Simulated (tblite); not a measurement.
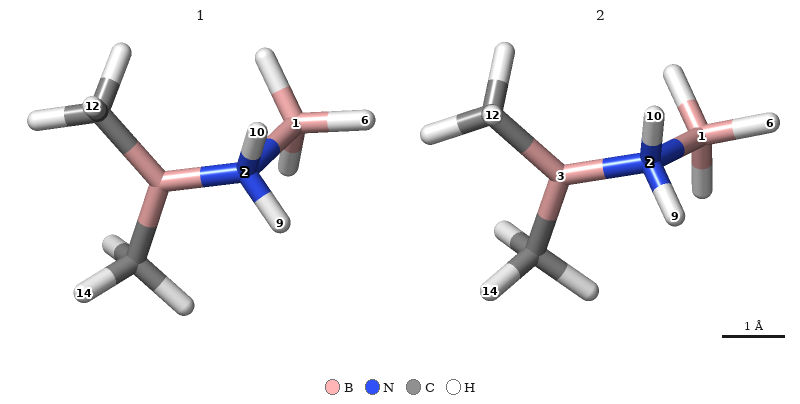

Two geometries of C$_{2}$H$_{11}$B$_{2}$N, drawn at one scale. One is the start of a relaxation, the other its converged end. Style: stick. Shown at a tilt.

Method: GFN2-xTB geometry optimisation, gas phase (tblite). 

### Which one is relaxed?

Structure 1 is the relaxed one. The energy falls by 0.438 eV in 91 geometry steps. The largest move after the best rigid fit is that of an H atom, 0.47 Å. Largest moves by element: H 0.47 Å, B 0.22 Å, N 0.19 Å, C 0.18 Å. Some distances before and after: B–N 1.545 → 1.742 Å, B–N 1.512 → 1.447 Å, H–N 1.057 → 1.010 Å, B–C 1.606 → 1.577 Å. Bond angles that change, for instance: B–N–H 109.0° → 99.8°, B–N–H 109.7° → 117.7°, N–B–H 109.8° → 102.8°.
